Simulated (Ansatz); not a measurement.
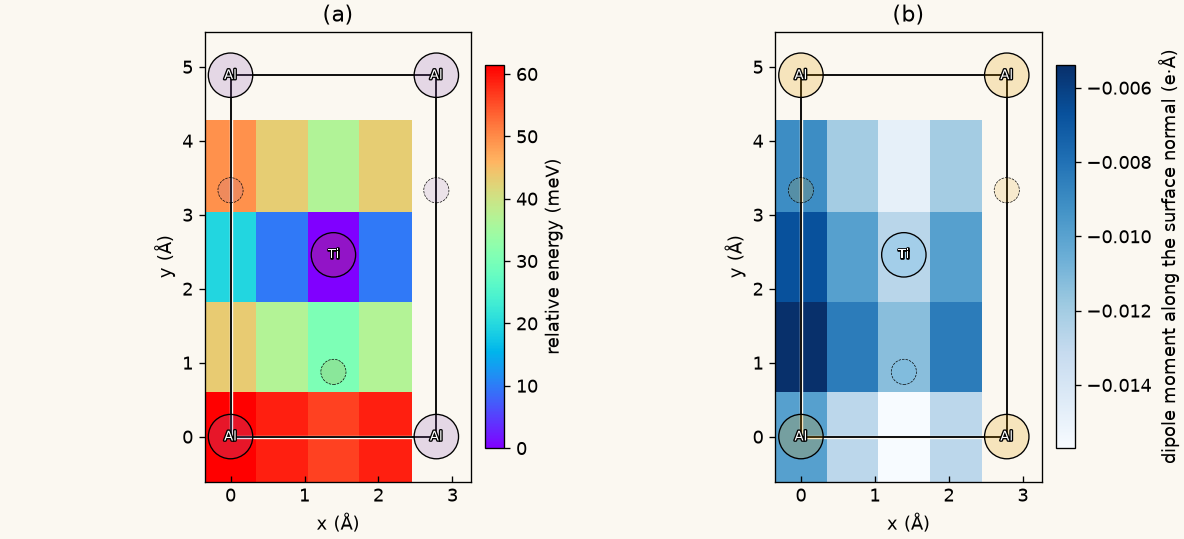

N₂ on a TiAl(101) slab cut from the P4/mmm phase, its upper half relaxed before the scan (12 atoms of substrate and one adsorbate in a 2 × 1 cell). 
- N2 is moved over the surface cell at a fixed height above a rigid substrate; the origin of the map has the adsorbate above Al11; the height is held at 3.60 Å.
- Places are given modulo a cell vector. The map is drawn in real space over the plane of the surface.
- The scan uses a 4 × 4 grid; 12 points were computed and 4 follow by symmetry.
- Places are given in fractions of the 1 × 1 surface cell.
- Energies: meV, counted from the lowest grid point.
- At a fixed height the lowest place need not be the adsorption site.
- Theory: DFT PBE+D3(BJ), scalar-relativistic, plane waves, PAW in Ansatz. Settings: cutoff 420 eV, k-mesh 5×6×1, gaussian smearing 0.1 eV, no spin polarisation.

Panel (a) is the energy; panel (b) is the computed dipole moment along the surface normal, in e·Å.

The picture shows one coloured cell a grid point, labelled circles for the atoms of the top layer and small ones for the second layer, the outline of one cell of the plane.

How does the dipole moment along the surface normal vary over the map, and what is it at the lowest grid point?

It runs from −0.02 e·Å at a bridge site between two Al atoms, (2/4, 0/4) of the cell vectors to −0.01 e·Å at (0/4, 1/4) of the cell vectors. At the lowest grid point, the top site over a surface Ti atom, (2/4, 2/4) of the cell vectors, it is −0.01 e·Å.

PAW datasets: the set soft_1.
